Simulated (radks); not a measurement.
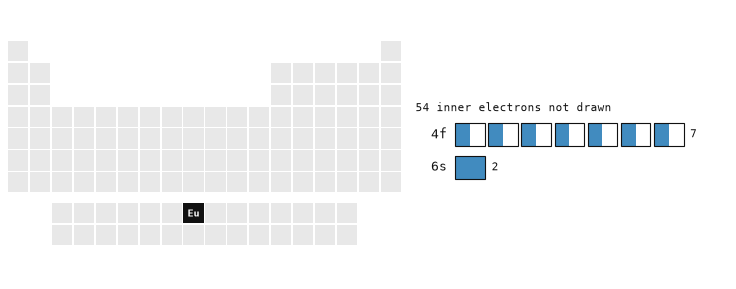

Left, the place of europium in the periodic table; right, the outer shells as the input fills them: a box for each of the 2l + 1 orbitals, shaded by the share of the shell that is filled, with the electron count at the right.

## Run report: Eu, atomic calculation

- system: Eu, configuration [Xe] 4f7 6s2.
- method: Dirac Kohn-Sham, BLYP, spin-unpolarised, spherical densities, finite nucleus (radks)

## Input
```
Z 63
configuration [Xe] 4f7 6s2
relativity Dirac
functional b88,lyp
spin unpolarised
j_filling average
nucleus finite rms 5.1115 fm
c 137.035999084
mesh_end 12
max_iterations 76
```

Energies in input and log are in hartree, lengths in bohr (the nuclear radius in fm).

The run was one of a batch that the task file lists, launched with:
```bash
python <driver script> task.json out
```

## Output
```
1s1/2   1   2.0000       -1775.68808282
2s1/2   1   2.0000        -291.45118731
2p1/2   1   2.0000        -276.53799190
2p3/2   1   4.0000        -252.71468544
3s1/2   1   2.0000         -64.11877171
3p1/2   1   2.0000         -57.67150910
3p3/2   1   4.0000         -52.81604669
3d3/2   1   4.0000         -41.64570724
3d5/2   1   6.0000         -40.58904219
4s1/2   1   2.0000         -12.71467992
4p1/2   1   2.0000         -10.22407440
4p3/2   1   4.0000          -9.15124837
4d3/2   1   4.0000          -5.04948862
4d5/2   1   6.0000          -4.85704084
4f5/2   1   3.0000          -0.10250655
4f7/2   1   4.0000          -0.07987693
5s1/2   1   2.0000          -1.62811227
5p1/2   1   2.0000          -0.96118345
5p3/2   1   4.0000          -0.82148380
6s1/2   1   2.0000          -0.12705331
Etot -10852.19973762938
Ekin 11798.829191582296
Encl -26628.956961253338
Eh 4221.922859504634
Exc -243.9948274629715
err 1.0006236905728434e-08
it 16
```

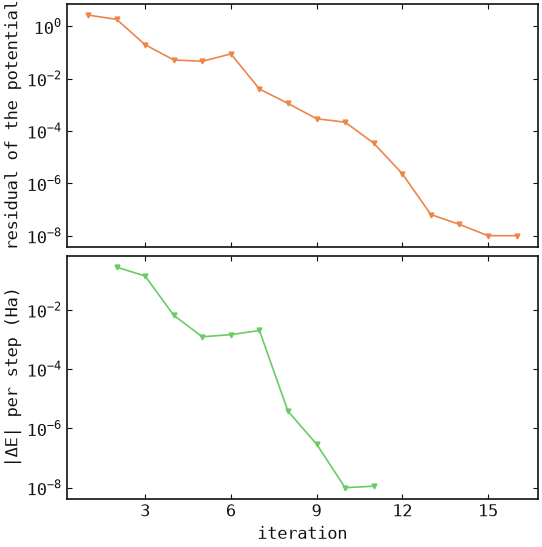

Convergence: residual of the potential and change of the energy from step to step (the smallest changes aren't drawn) against the iteration. The residual falls almost steadily, with no more than small rises or pauses. It goes from 2.7 to 1.0×10⁻⁸ in 16 steps.

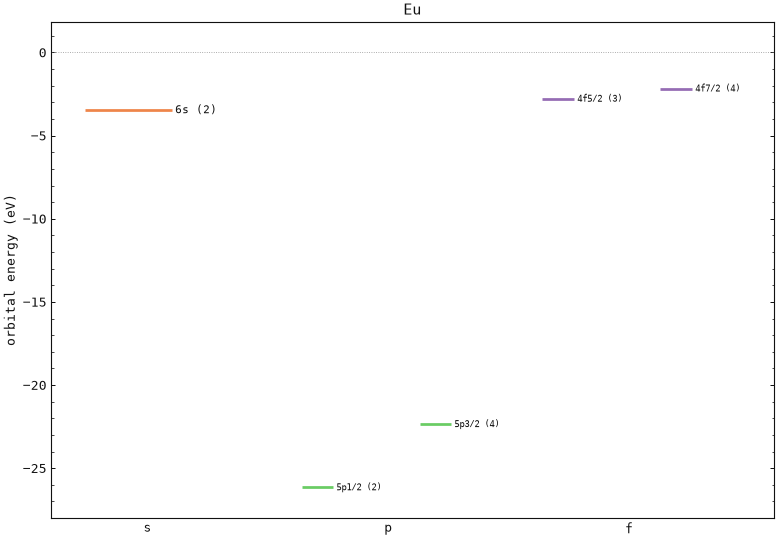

The outer levels are drawn by angular momentum (occupations in brackets, the lower j at the left of each column). They are the filled levels of this odd run. The highest occupied level is 4f7/2 at −2.17 eV. From the top down the occupied levels run 4f7/2 (−2.17 eV), 4f5/2 (−2.79 eV), 6s (−3.46 eV), 5p3/2 (−22.4 eV), 5p1/2 (−26.2 eV). Spin-orbit splittings: 4f 0.616 eV, 5p 3.80 eV.

## Outcome

| quantity | value |
| --- | --- |
| outcome | converged |
| total energy | −10852.1997 hartree |
| kinetic energy | 11798.8292 hartree |
| electron–nucleus energy | −26628.9570 hartree |
| Hartree energy | 4221.9229 hartree |
| exchange–correlation energy | −243.994827 hartree |
| radius at density 0.001 e/bohr³ | 5.23 bohr |
| SCF iterations | 16 |
| hardware | 1 thread of Intel Xeon, 163 GiB of memory available, shared host |

## What is odd here

A numerical setting was moved from its usual value: mesh end rmax = 12. The program ran to the end. Its total energy differs from that of the same run with the usual input (−10852.20026 hartree) by +0.00052 hartree, a small shift.
